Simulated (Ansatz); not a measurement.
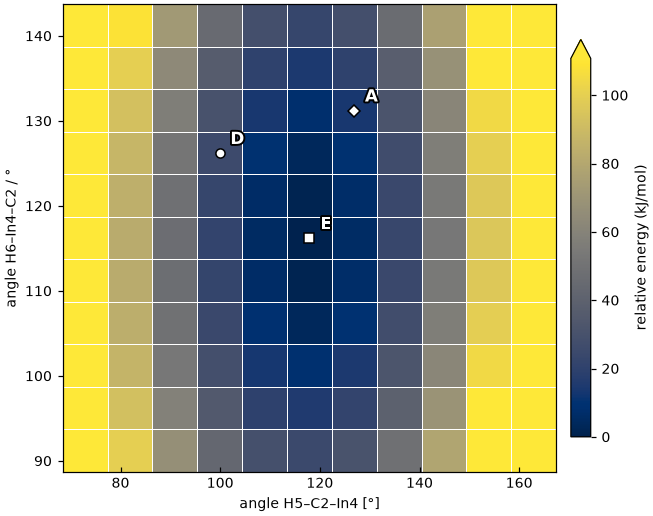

CH3Cl2In, SMILES Cl[CH](Cl)[InH2]. Coordinates scanned: (1) angle H5–C2–In4; (2) angle H6–In4–C2. Nothing is relaxed (all other coordinates rigid). The scan uses an 11 × 11 grid. Energies are in kJ/mol, from the relaxed molecule at the same level. Method: RKS PBE0-D4/def2-TZVP (Ansatz 0.2.0).

The picture shows one coloured cell a grid point, one colour for all values above the top of the scale, lettered points.

Question: Rank the lettered points by energy, lowest first.

Answer: E (0 kJ/mol), A (14 kJ/mol), D (26 kJ/mol).

Question: What kind of point is each of A, D, E: minimum, saddle, maximum or slope?

Answer: A: on a slope; D: on a slope; E: minimum. (In these two coordinates alone; a stationary point may lie a little off the grid point.)
